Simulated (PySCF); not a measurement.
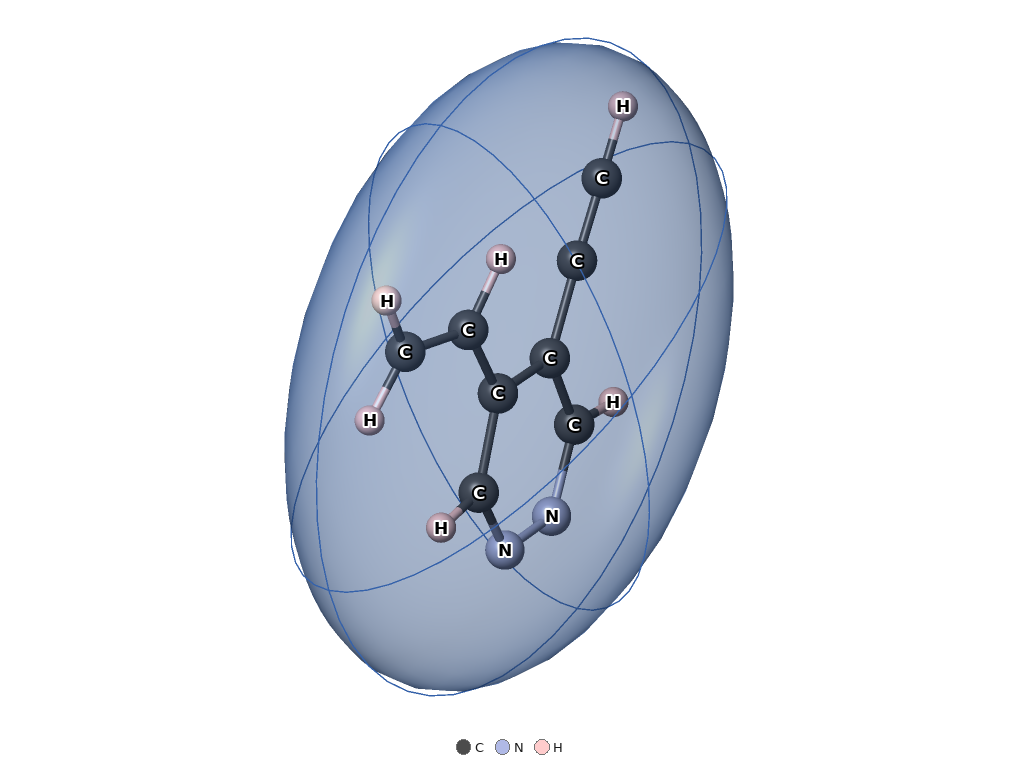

The ellipsoid shows the static dipole polarisability: its half-axes are proportional to the principal values. The geometry was computed by an optimisation with GFN2-xTB. No frequency run is at hand to confirm it as a minimum. Level of theory: CAM-B3LYP/def2-SVPD (PySCF 2.14.0).

**Give the principal values, the mean and the anisotropy.**

Principal values 58.3, 127.5, 140.2 bohr³; mean 108.7 bohr³ (16.10 Å³); anisotropy 76.3 bohr³, so the longest axis is 2.40 times the shortest.
